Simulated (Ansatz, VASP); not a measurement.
**Bi (Bismuth): VASP beside Ansatz**

One calculation is typed for both programs; each brings its own data sets and cutoff. How far apart do they land?

Calculated with Ansatz 0.2.0; plane waves, with VASP 6.6.1 beside it; zone-centre phonons at LDA and zone-centre phonons at PBEsol with D3(BJ).

### 1. Set-up

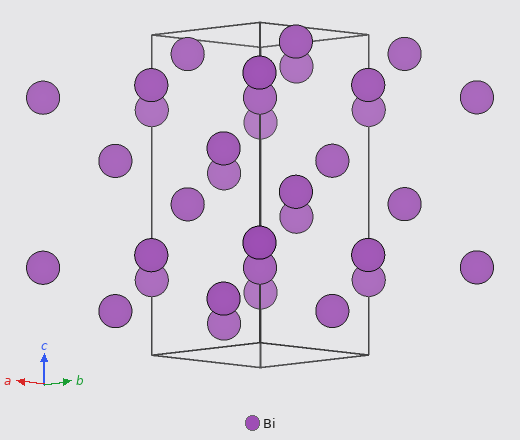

The cell as given, from a free direction (bismuth purple). 2×2×1 cells are drawn. This picture shows the conventional cell, with its axes. Some periodic images of atoms are drawn too.

### 2. VASP: zone-centre phonons, LDA

Second derivatives magnify differences that forces hide, and they need a tight electronic threshold.

Lines of VASP's logs that name or quote its potential files are left out, and so is its time.

File INCAR:

```
SYSTEM = Bi
PREC = Accurate
ENCUT = 450
EDIFF = 1E-08
NELM = 100
ISMEAR = 1
SIGMA = 0.15
LREAL = .FALSE.
ALGO = Normal
GGA = CA
NBANDS = 21
LORBIT = 11
LWAVE = .FALSE.
LCHARG = .FALSE.
KPAR = 4
IBRION = 8
ISIF = 2
```

File POSCAR:

```
Bi
1.0
    2.2730000000      1.3123171619      3.9540000000
   -2.2730000000      1.3123171619      3.9540000000
    0.0000000000     -2.6246343237      3.9540000000
Bi
2
Direct
    0.7654640275      0.7654640275      0.7654640275
    0.2345359725      0.2345359725      0.2345359725
```

File KPOINTS:

```
Automatic mesh
0
Gamma
12 12 12
0 0 0
```

PAW data sets: Bi_d (LDA family, release 64).

Command:

```console
$ mpirun -np 4 vasp_std
```

Numbers of over 12 decimals in the logs are rounded to 6 here.

The program printed:

```text
[banner, memory and clock lines left out]
running    4 mpi-ranks, on    1 nodes
 distrk:  each k-point on    1 cores,    4 groups
 distr:  one band on    1 cores,    1 groups

 POSCAR found type information on POSCAR Bi
 POSCAR found :  1 types and       2 ions
 LDA part: xc-table for (Slater(with rela. corr.)+CA(PZ))
 , standard interpolation
 POSCAR, INCAR and KPOINTS ok, starting setup
 FFT: planning ... GRIDC
 FFT: planning ... GRID_SOFT
 FFT: planning ... GRID
 WAVECAR not read
 entering main loop
       N       E                     dE             d eps       ncg     rms          rms(c)
DAV:   1     0.292488378902E+03    0.29249E+03   -0.15219E+04  7938   0.156E+03
DAV:   2     0.152339573661E+02   -0.27725E+03   -0.27133E+03  8068   0.420E+02
DAV:   3    -0.829059463536E+01   -0.23525E+02   -0.23261E+02  9396   0.142E+02
DAV:   4    -0.908982171620E+01   -0.79923E+00   -0.79885E+00  9549   0.293E+01
DAV:   5    -0.912566494111E+01   -0.35843E-01   -0.35843E-01 11182   0.547E+00    0.107E+00
DAV:   6    -0.911070375200E+01    0.14961E-01   -0.19064E-02 10466   0.152E+00    0.623E-01
DAV:   7    -0.910395483832E+01    0.67489E-02   -0.12974E-02  9718   0.126E+00    0.104E-01
DAV:   8    -0.910390236589E+01    0.52472E-04   -0.13530E-03  9123   0.451E-01    0.184E-02
DAV:   9    -0.910390945294E+01   -0.70871E-05   -0.58248E-05 12072   0.583E-02    0.812E-03
DAV:  10    -0.910390913501E+01    0.31794E-06   -0.25201E-06 10791   0.115E-02    0.146E-03
DAV:  11    -0.910390919189E+01   -0.56878E-07   -0.17714E-07  9497   0.337E-03    0.671E-04
DAV:  12    -0.910390919854E+01   -0.66507E-08   -0.28758E-08  7723   0.126E-03
   1 F= -.91039092E+01 E0= -.91040444E+01  d E =0.405738E-03
 Linear response reoptimize wavefunctions to high precision
DAV:   1    -0.910390919805E+01    0.48976E-09   -0.36531E-09  6156   0.721E-04
DAV:   2    -0.910390919810E+01   -0.55934E-10   -0.65351E-10  5334   0.279E-04
 Linear response DOF=           2
 Linear response progress:
  Degree of freedom:   1/  2
       N       E                     dE             d eps       ncg     rms          rms(c)
RMM:   1    -0.331185749601E+00   -0.33119E+00    0.21422E-01 48445   0.838E+00
RMM:   2    -0.339905151219E+00   -0.87194E-02   -0.19988E-02 62292   0.117E+00    0.419E-02
RMM:   3    -0.340104413893E+00   -0.19926E-03   -0.16824E-03 67120   0.326E-01    0.240E-02
RMM:   4    -0.339991994811E+00    0.11242E-03   -0.12593E-04 69486   0.992E-02    0.560E-03
RMM:   5    -0.339998090267E+00   -0.60955E-05   -0.14856E-05 64244   0.311E-02    0.237E-03
RMM:   6    -0.340006604698E+00   -0.85144E-05   -0.30624E-06 67862   0.143E-02    0.929E-04
RMM:   7    -0.340008169959E+00   -0.15653E-05   -0.13665E-07 67682   0.445E-03    0.344E-04
RMM:   8    -0.340005145835E+00    0.30241E-05    0.53475E-07 69379   0.162E-03    0.978E-05
RMM:   9    -0.340004039804E+00    0.11060E-05   -0.97854E-08 68769   0.755E-04    0.416E-05
RMM:  10    -0.340003772297E+00    0.26751E-06    0.27869E-09 71021   0.401E-04    0.124E-05
RMM:  11    -0.340003872794E+00   -0.10050E-06   -0.33329E-09 71913   0.267E-04    0.102E-05
RMM:  12    -0.340003699081E+00    0.17371E-06   -0.40442E-08 68641   0.194E-04    0.552E-06
RMM:  13    -0.340003624369E+00    0.74711E-07   -0.88248E-08 72274   0.162E-04    0.176E-06
RMM:  14    -0.340003580947E+00    0.43422E-07   -0.79480E-08 78212   0.146E-04    0.800E-07
RMM:  15    -0.340003558434E+00    0.22513E-07   -0.87932E-08 87768   0.138E-04    0.123E-07
RMM:  16    -0.340003558712E+00   -0.27756E-09   -0.86299E-08 86136   0.135E-04    0.135E-07
 first order change of Fermi-energy   0.14360E-04
 force on displaced ion       1 direction 1 :  -1.736   0.000  -0.000
 Linear response progress:
  Degree of freedom:   2/  2
       N       E                     dE             d eps       ncg     rms          rms(c)
RMM:   1    -0.332309562402E+00   -0.33231E+00    0.24818E-01 10549   0.850E+00
RMM:   2    -0.340947689179E+00   -0.86381E-02   -0.19194E-02 13568   0.116E+00    0.383E-02
RMM:   3    -0.341045191807E+00   -0.97503E-04   -0.15963E-03 14652   0.318E-01    0.215E-02
RMM:   4    -0.340856794862E+00    0.18840E-03   -0.13178E-04 14777   0.102E-01    0.583E-03
RMM:   5    -0.340868015522E+00   -0.11221E-04   -0.16245E-05 15196   0.305E-02    0.338E-03
RMM:   6    -0.340879492556E+00   -0.11477E-04   -0.26714E-06 14166   0.135E-02    0.783E-04
RMM:   7    -0.340881343961E+00   -0.18514E-05   -0.41461E-07 14803   0.452E-03    0.558E-04
RMM:   8    -0.340880934953E+00    0.40901E-06   -0.74025E-08 13128   0.174E-03    0.818E-05
RMM:   9    -0.340880590062E+00    0.34489E-06   -0.65795E-08 15383   0.842E-04    0.519E-05
RMM:  10    -0.340880472443E+00    0.11762E-06   -0.33998E-08 14727   0.375E-04    0.346E-05
RMM:  11    -0.340880478319E+00   -0.58760E-08   -0.51884E-08 14499   0.251E-04    0.702E-06
 first order change of Fermi-energy  -0.11554E-01
 force on displaced ion       1 direction 3 :   0.000  -0.000  -3.871
 Linear response finished
```

OUTCAR, selected parts (step 2):

```text
ion  position               nearest neighbor table
   1  0.765  0.765  0.765-   2 3.08   2 3.08   2 3.08   2 3.52   2 3.52   2 3.52
   2  0.235  0.235  0.235-   1 3.08   1 3.08   1 3.08   1 3.52   1 3.52   1 3.52

  LATTYP: Found a trigonal (rhomboedric) cell.
 ALAT       =     4.7458214603
 COS(alpha) =     0.5412183115

 Subroutine GETGRP returns: Found 12 space group operations
 (whereof 12 operations were pure point group operations)

The static configuration has the point symmetry D_3d.

 Found    189 irreducible k-points:

   k-points           NKPTS =    189   k-points in BZ     NKDIM =    189   number of bands    NBANDS=     21

   dimension x,y,z NGX =    36 NGY =   36 NGZ =   36
   dimension x,y,z NGXF=    72 NGYF=   72 NGZF=   72

   ENCUT  =  450.0 eV  33.07 Ry    5.75 a.u.   8.21  8.21  8.21*2*pi/ulx,y,z

   NELECT =      30.0000    total number of electrons

 k-points in reciprocal lattice and weights: Automatic mesh
   0.00000000  0.00000000  0.00000000       0.001
   0.08333333  0.00000000  0.00000000       0.003
   0.16666667  0.00000000  0.00000000       0.003
   0.25000000  0.00000000  0.00000000       0.003
   0.33333333 -0.00000000  0.00000000       0.003
   0.41666667 -0.00000000  0.00000000       0.003
   0.50000000  0.00000000  0.00000000       0.002
   0.08333333  0.08333333  0.00000000       0.003
   0.16666667  0.08333333  0.00000000       0.007
[...]
-0.41666667  0.50000000  0.41666667       0.003
   0.50000000  0.50000000  0.50000000       0.001

 average (electrostatic) potential at core
       1-104.7914       2-104.7914

  Total       -0.8262443     -0.8262443     -0.7986840      0.0000000     -0.0000000      0.0000000
  in kB      -18.7065162    -18.7065162    -18.0825391      0.0000000     -0.0000000      0.0000000
  external PRESSURE =     -18.4985238 kB  Pullay stress =       0.0000000 kB

  energy-cutoff  :      450.00
  volume of cell :       70.77
      direct lattice vectors                 reciprocal lattice vectors
     2.273000000  1.312317162  3.954000000     0.219973603  0.127001819  0.084302816
    -2.273000000  1.312317162  3.954000000    -0.219973603  0.127001819  0.084302816
     0.000000000 -2.624634324  3.954000000     0.000000000 -0.254003638  0.084302816

 POSITION                                       TOTAL-FORCE (eV/Angst)
 -----------------------------------------------------------------------------------
      0.00000      0.00000      9.07993         0.000000     -0.000000     -0.000495
      0.00000      0.00000      2.78207         0.000000      0.000000      0.000495
 -----------------------------------------------------------------------------------
    total drift:                               -0.000000      0.000000      0.000000

 Eigenvectors and eigenvalues of the dynamical matrix
 ----------------------------------------------------

   1 f  =    3.009130 THz    18.906923 2PiTHz  100.373779 cm-1    12.444757 meV
             X         Y         Z           dx          dy          dz
      0.000000  0.000000  9.079934    -0.000000    0.000000    0.707107
      0.000000  0.000000  2.782066     0.000000   -0.000000   -0.707107

   2 f  =    2.015365 THz    12.662914 2PiTHz   67.225353 cm-1     8.334878 meV
             X         Y         Z           dx          dy          dz
      0.000000  0.000000  9.079934    -0.707107    0.000045   -0.000000
      0.000000  0.000000  2.782066     0.707107   -0.000045    0.000000

   3 f  =    2.015365 THz    12.662914 2PiTHz   67.225353 cm-1     8.334878 meV
             X         Y         Z           dx          dy          dz
      0.000000  0.000000  9.079934    -0.000045   -0.707107    0.000000
      0.000000  0.000000  2.782066     0.000045    0.707107   -0.000000

   4 f  =    0.000000 THz     0.000000 2PiTHz    0.000000 cm-1     0.000000 meV
             X         Y         Z           dx          dy          dz
      0.000000  0.000000  9.079934     0.054017   -0.705040    0.001132
      0.000000  0.000000  2.782066     0.054017   -0.705040    0.001132

   5 f/i=    0.000000 THz     0.000000 2PiTHz    0.000001 cm-1     0.000000 meV
             X         Y         Z           dx          dy          dz
      0.000000  0.000000  9.079934    -0.511440   -0.039965   -0.486654
      0.000000  0.000000  2.782066    -0.511440   -0.039965   -0.486654

   6 f/i=    0.000000 THz     0.000000 2PiTHz    0.000001 cm-1     0.000000 meV
             X         Y         Z           dx          dy          dz
      0.000000  0.000000  9.079934     0.485295    0.036358   -0.512998
      0.000000  0.000000  2.782066     0.485295    0.036358   -0.512998

 ELASTIC MODULI CONTR FROM IONIC RELAXATION (kBar)
 Direction    XX          YY          ZZ          XY          YZ          ZX
 --------------------------------------------------------------------------------
 XX        -166.1891     32.6661   -122.2458      0.0000    204.5226     -0.0000
 YY          32.6661   -166.1891   -122.2458     -0.0000   -204.5226      0.0000
 ZZ        -122.2458   -122.2458   -223.8422      0.0000     -0.0000     -0.0000
 XY           0.0000     -0.0000      0.0000    -99.4276     -0.0000    202.0411
 YZ         204.5226   -204.5226     -0.0000     -0.0000   -420.7029      0.0000
 ZX          -0.0000      0.0000     -0.0000    202.0411      0.0000   -410.5561
 --------------------------------------------------------------------------------
```

### 3. Ansatz: zone-centre phonons, LDA

Ansatz runs on its default PAW (the set named soft_2) files.

The same cell, functional (in two slightly different forms), mesh and smearing now go to Ansatz, which takes its cutoff from its data sets.

File input.yaml:

```yaml
crystal:
  lattice:
    - [2.273, 1.3123171619, 3.954]
    - [-2.273, 1.3123171619, 3.954]
    - [0.0, -2.6246343237, 3.954]
  atoms:
    - { symbol: Bi, position: [0.7654640275, 0.7654640275, 0.7654640275] }
    - { symbol: Bi, position: [0.2345359725, 0.2345359725, 0.2345359725] }
hamiltonian:
  xc: lda
  pseudopotentials: { kind: paw }
kpoints:
  mp_grid: { grid: [12, 12, 12] }
scf:
  occupations: { method: methfessel_paxton, width: 0.15 }
phonons:
  method: dfpt
  qpoints: [[0, 0, 0]]
```

Command:

```console
$ ansatz run input.yaml --threads 4 --pin off --max-ram 9216MiB --backend cpu --events-out ev --progress --plain --runs-dir out
```

The program printed:

```text
Engine: ansatz 0.2.0, x86_64-unknown-linux-gnu
Pseudopotentials: kind: paw
Pseudopotential: Bi, paw, valence charge 15, recommended cutoff 420 eV (normal), Bi.paw.azcp
Functional definition: SPW92
  exchange = slater_x
  correlation = pw_c
Crystal: 2 atoms, lattice volume = 70.766 Å³
Basis set: ecut = 420 eV, 1381 PW (Γ), exchange–correlation on 64×64×64 points (8 copies of the dense FFT grid, shifted against one another)
Bands: 19, of which v1, the nominal top of the filled ones, is band 15 counted from 1 (14 counted from 0)
Symmetry: 12 space group operations
k-points: 476 of 1728 (irreducible under 2 space group operations, time reversal used)
Non-local potential: Bi, projectors of the file, l = 0: 2, l = 1: 2, l = 2: 2, l = 3: 2
PAW form: soft (Blöchl's): semilocal exchange-correlation on the pseudo side does not see the compensation charge
PAW frozen core: Bi, regenerated for the run's functional, and the local potential with it (the file was generated under x = pbe(κ = 0.804, μ = 0.219515), c = pbe(β = 0.066725))
PAW one-centre angular grid: Bi, 590 points (default); XC on 64 Gauss nodes
Initial density: superposition of atomic densities (neutral atoms: chi_scale 0, normalization atom), corrected by the library's trained network
Initial wavefunctions: pseudopotential atomic-orbital guess
Functional: x = slater, c = lda
SCF iter   1: F=—  HF=-24171.702265 eV  |F-HF|=—  |Δ(HF+E_count)|=         —  Δρ=3.27e-3  dr2=3.89e-3  ethr=1.77e-3  ⟨swp⟩=5.6  Hψ=41475  notcnv=0
preconditioner: auto → Kerker (q_TF=auto, 2.365 Å⁻¹)  [metal: Δε(μ)=0.013 eV  Ē_g=20.211 eV  σ=0.150 eV  W_gap=0.07  n_scr=14 (ndim 8)  ℏωp=24.2 eV  f_vac=0.004  D(μ)=0.26/eV (n_scr^D=0)]
SCF iter   2: F=—  HF=-24171.701606 eV  |F-HF|=—  |Δ(HF+E_count)|=   6.59e-4  S|Δr|=    0.00e0  Δρ=1.69e-3  dr2=9.87e-4  ethr=1.30e-5  ⟨swp⟩=2.7  Hψ=21239  notcnv=0
SCF iter   3: F=—  HF=-24171.701381 eV  |F-HF|=—  |Δ(HF+E_count)|=   2.24e-4  S|Δr|=    0.00e0  Δρ=1.94e-4  dr2=2.73e-5  ethr=3.29e-6  ⟨swp⟩=2.0  Hψ=14756  notcnv=0
SCF iter   4: F=—  HF=-24171.701379 eV  |F-HF|=—  |Δ(HF+E_count)|=   2.77e-6  S|Δr|=    0.00e0  Δρ=6.94e-5  dr2=3.19e-6  ethr=9.09e-8  ⟨swp⟩=2.2  Hψ=16195  notcnv=0
SCF iter   5: F=—  HF=-24171.701379 eV  |F-HF|=—  |Δ(HF+E_count)|=   2.74e-9  S|Δr|=    0.00e0  Δρ=1.83e-5  dr2=6.39e-7  ethr=1.06e-8  ⟨swp⟩=2.3  Hψ=16339  notcnv=0
SCF iter   6: F=—  HF=-24171.701379 eV  |F-HF|=—  |Δ(HF+E_count)|=   1.20e-7  S|Δr|=    0.00e0  Δρ=6.80e-6  dr2=9.29e-8  ethr=2.13e-9  ⟨swp⟩=1.9  Hψ=11094  notcnv=0
SCF iter   7: F=—  HF=-24171.701378 eV  |F-HF|=—  |Δ(HF+E_count)|=   1.27e-8  S|Δr|=    0.00e0  Δρ=2.53e-6  dr2=6.71e-9  ethr=3.10e-10  ⟨swp⟩=2.0  Hψ=10427  notcnv=0
SCF iter   8: F=—  HF=-24171.701378 eV  |F-HF|=—  |Δ(HF+E_count)|=   1.49e-9  S|Δr|=    0.00e0  Δρ=4.78e-7  dr2=2.04e-10  ethr=2.24e-11  ⟨swp⟩=2.7  Hψ=16220  notcnv=0
SCF iter   9: F=—  HF=-24171.701378 eV  |F-HF|=—  |Δ(HF+E_count)|=  1.82e-11  S|Δr|=    0.00e0  Δρ=1.25e-7  dr2=1.86e-11  ethr=1.00e-12  ⟨swp⟩=2.2  Hψ=11420  notcnv=0
SCF iter  10: F=-24171.701378 eV  HF=-24171.701378 eV  |F-HF|=3.64e-12  |Δ(HF+E_count)|=  3.64e-12  S|Δr|=    0.00e0  Δρ=3.87e-8  dr2=1.00e-12  ethr=1.00e-12  ⟨swp⟩=6.0  Hψ=41552  notcnv=0
SCF 1 converged in 10 iterations: F = -24171.701378 eV  dr2 = 1.00e-12
  greatest PAW one-centre occupation: 0.988 electrons in one spin orbital (limit 2), on the Bi atom at site 1 (counted from 0), in its partial waves of l = 2
DFPT response loops at Γ: preconditioner auto → Kerker (q_TF=auto, 2.365 Å⁻¹) (partly filled bands, converged f_vac=0.002); β = 1.00, the filter's whole step (`scf.mixing.beta` (0.50) is not read by the response loops under this deck's `scf.mixing.preconditioner`; to damp them name `kerker` or `kerker_dos`, under which they read `scf.mixing.beta`, and type it under 1.00, their step now; both keys bind the ground state too); Broyden in place of MSR1
SCF converged after 10 iterations
Stability not checked: this state was not tested for a lower state beside it, because cold or Methfessel-Paxton smearing, or corrected tetrahedra, fill the levels in a way that the test cannot read (fill_not_monotonic; see scf.lower_state_search)
Free energy (F): -24171.701378 eV
Harris-Foulkes:  -24171.701378 eV  (|F-HF|=3.64e-12)
Internal energy: -24171.701767 eV  (E = F + TS)
E sigma→0 (E₀):  -24171.701476 eV
Entropy (-TS):   0.000389 eV (0.194 meV/atom)
Fermi energy:    9.246704 eV
--- Per-component energies (eV) ---
  E_band       = -228.191536
  E_kinetic    = 606.640583
  E_local      = -3130.061877  (includes V_loc(G=0)·N_el)
  E_nonlocal   = 1126.537805
  E_hartree    = 1018.000123
  E_xc         = -300.765739
  E_vxc        = -289.020501  (∫ρ·V_xc dr)
  E_paw        = -20705.825253  (= ΣΔE_a)
  E_vpaw       = -578.286726  (= ΣTr[D̂ρ^β])
  E_aug_tail   = -0.001053  (compensation charges beyond the density's cutoff)
  E_ewald      = -2786.216586
  E_core_change = -0.009770  (= ΣΔE_core)
  E_smearing   = 0.000389  (= −TS)
  E_closure    = -0.000000  (closes the sum)
  Σ components = -24171.701378   (vs F -24171.701378, Δ=0.00e0)
--- Band table (eV; the first three rows and the last of 476) ---
  k-point 0: bands = [... 11 lower, 1.7042, 7.7992, 8.0935, 8.0935, 11.8118, 12.2224, 12.2224, 14.9346]
  k-point 1: bands = [... 11 lower, 1.5562, 7.8343, 8.0894, 8.0895, 11.7006, 11.8915, 12.0594, 14.6257]
  k-point 2: bands = [... 11 lower, 1.1463, 7.8922, 8.0832, 8.1216, 11.1065, 11.4797, 11.6482, 14.3615]
  k-point 475: bands = [... 11 lower, -0.7052, 8.3678, 8.7220, 8.7220, 9.9519, 9.9519, 9.9890, 16.3031]
--- Phonons (Γ-DFPT): 2 representative perturbations + reference, on 476 of 1728 k-points (Σ response iterations 5) ---
  k mesh reduced under 2 symmetry operations, with k and −k counted as one. Each operation leaves every solved perturbation unchanged. A smaller set is not used because it would not reduce the number of displacements times k-points to solve
  ASR residual: 5.407e-5 → 0.000e0 eV/Å²; symmetrization residual: 4.801e-5 eV/Å²
  ASR residual per site (eV/Å²): 5.41e-5 5.41e-5
  Γ frequencies (cm⁻¹): 0.00 0.00 0.00 66.18 66.18 99.67
  non-analytic LO–TO correction: not included (Born effective charges unavailable; polar crystals: no LO–TO splitting at Γ)
--- Phonons (arbitrary-q DFPT): 1 explicit q-point ---
  q = [0, 0, 0] (of the zone-centre solve; hermiticity 1.49e-5, symmetrization 5.45e-6): -0.00 -0.00 0.00 66.18 66.18 99.67
  sum rule: each row above includes the acoustic sum rule's correction from the zone centre's row sums; it moved no ω² by more than (0.27 cm⁻¹)²
```

Wall time 37 s (4 threads of AMD EPYC 7B13 (Zen 3), shared host); peak memory 2.2 GiB.

Reading the cycles: dr2 is the Hartree energy of the density residual (eV), the measure of convergence; HF is the Harris–Foulkes estimate of the energy, which meets the free energy F at convergence.

### 4. Differences

Known differences besides the PAW data sets themselves: the two LDA forms differ slightly; the cutoff is 420 eV in Ansatz and 450 eV in VASP; Ansatz makes its cores anew for this functional, VASP keeps those of its LDA data sets. Total energies have different zeros and are not compared.

The two programs side by side:

| quantity | Ansatz | VASP | difference |
| --- | --- | --- | --- |
| mode 4 to 5 (cm⁻¹) | 66.2 | 67.2 | -1.55 % |
| mode 6 (cm⁻¹) | 99.7 | 100.4 | -0.70 % |

(Part 1 of 2 ends here.)

[Lines on the potential files, build, host, timing and source positions are cut from VASP's logs without a mark.]

[Logs are printed without paths, hosts, clocks, repeated set-up lines and the standing remarks that a program may print on its own settings, such as how far it seeks lower states.]

[Hosts, paths, dates, database ids (printed as entryN), source tags and the programs' standing remarks are cut or masked in the printed files.]
